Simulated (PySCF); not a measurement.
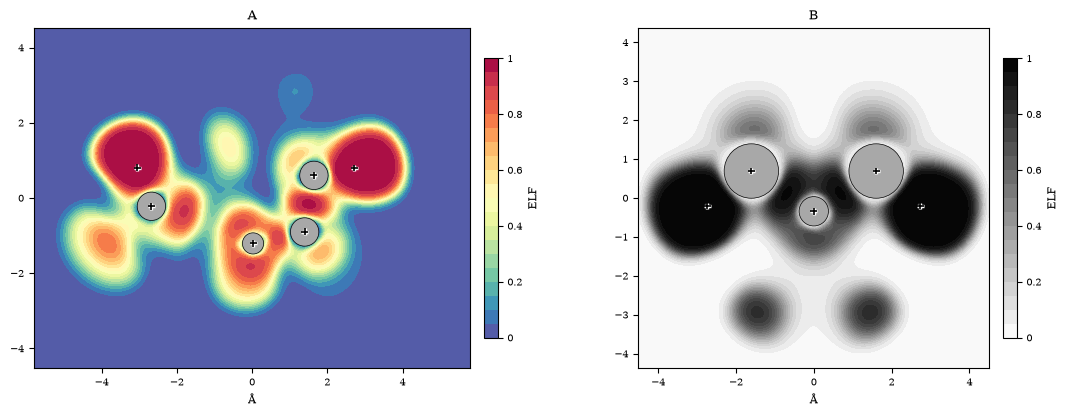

The electron localisation function of 2 systems, each on a plane through atoms (crosses mark nuclei in the plane; grey discs cover the cores).

All numbers below come from B3LYP/def2-SVPD, SCF density, gas phase in PySCF 2.14.0.

System 1: CH$_{9}$ClSi$_{3}$ (SMILES [SiH3]C([SiH3])([SiH3])Cl), the plane of atoms Si3, C2 and Si4. Geometry: GFN2-xTB.

```yaml
atoms:
  - { symbol: Si, position_ang: [-0.0799, 1.3879, -1.2309] }
  - { symbol: C, position_ang: [-0.1318, 0.1836, 0.2481] }
  - { symbol: Si, position_ang: [-1.3585, -1.2630, 0.0413] }
  - { symbol: Si, position_ang: [1.5840, -0.3288, 0.9070] }
  - { symbol: Cl, position_ang: [-0.8444, 1.1785, 1.6017] }
  - { symbol: H, position_ang: [0.4809, 0.6775, -2.3809] }
  - { symbol: H, position_ang: [0.7582, 2.5316, -0.8749] }
  - { symbol: H, position_ang: [-1.4407, 1.8397, -1.5167] }
  - { symbol: H, position_ang: [-1.4328, -2.0001, 1.3016] }
  - { symbol: H, position_ang: [-0.8708, -2.1276, -1.0342] }
  - { symbol: H, position_ang: [-2.6744, -0.7193, -0.2905] }
  - { symbol: H, position_ang: [2.3599, 0.8781, 1.1869] }
  - { symbol: H, position_ang: [1.4057, -1.0993, 2.1366] }
  - { symbol: H, position_ang: [2.2439, -1.1392, -0.1174] }
```

System 2: C$_{4}$H$_{9}$FO$_{2}$Si, the plane of atoms C5, C6 and H15. Geometry: GFN2-xTB.

```json
{"atom": "F", "x (Å)": "3.7537", "y (Å)": "-0.1721", "z (Å)": "-0.0619"}
{"atom": "C", "x (Å)": "2.5855", "y (Å)": "-0.1776", "z (Å)": "-0.7965"}
{"atom": "Si", "x (Å)": "1.1134", "y (Å)": "0.1401", "z (Å)": "0.3608"}
{"atom": "O", "x (Å)": "0.2192", "y (Å)": "-1.2199", "z (Å)": "0.4712"}
{"atom": "C", "x (Å)": "-1.1742", "y (Å)": "-1.1253", "z (Å)": "0.6315"}
{"atom": "C", "x (Å)": "-1.7895", "y (Å)": "-0.1219", "z (Å)": "-0.3380"}
{"atom": "C", "x (Å)": "-1.2082", "y (Å)": "1.2708", "z (Å)": "-0.1195"}
{"atom": "O", "x (Å)": "0.1822", "y (Å)": "1.2938", "z (Å)": "-0.3224"}
{"atom": "H", "x (Å)": "2.6987", "y (Å)": "0.6038", "z (Å)": "-1.5492"}
{"atom": "H", "x (Å)": "2.5444", "y (Å)": "-1.1482", "z (Å)": "-1.2932"}
{"atom": "H", "x (Å)": "1.5500", "y (Å)": "0.5657", "z (Å)": "1.6897"}
{"atom": "H", "x (Å)": "-1.3990", "y (Å)": "-0.8295", "z (Å)": "1.6635"}
{"atom": "H", "x (Å)": "-1.5795", "y (Å)": "-2.1263", "z (Å)": "0.4565"}
{"atom": "H", "x (Å)": "-1.5623", "y (Å)": "-0.4381", "z (Å)": "-1.3574"}
{"atom": "H", "x (Å)": "-2.8700", "y (Å)": "-0.0954", "z (Å)": "-0.2009"}
{"atom": "H", "x (Å)": "-1.4288", "y (Å)": "1.6070", "z (Å)": "0.9006"}
{"atom": "H", "x (Å)": "-1.6424", "y (Å)": "1.9851", "z (Å)": "-0.8253"}
```

Match each panel to its system.

Answer. Panel A is system 2, C$_{4}$H$_{9}$FO$_{2}$Si: the plane holds C, O and H. C–O (1.41 Å): the ELF peaks at about 0.90 between the atoms; a polar covalent bond. Panel B is system 1, CH$_{9}$ClSi$_{3}$: the plane holds C, Si and H. C–Si (1.91 Å): the ELF peaks at about 0.95 between the atoms; a shared electron pair.
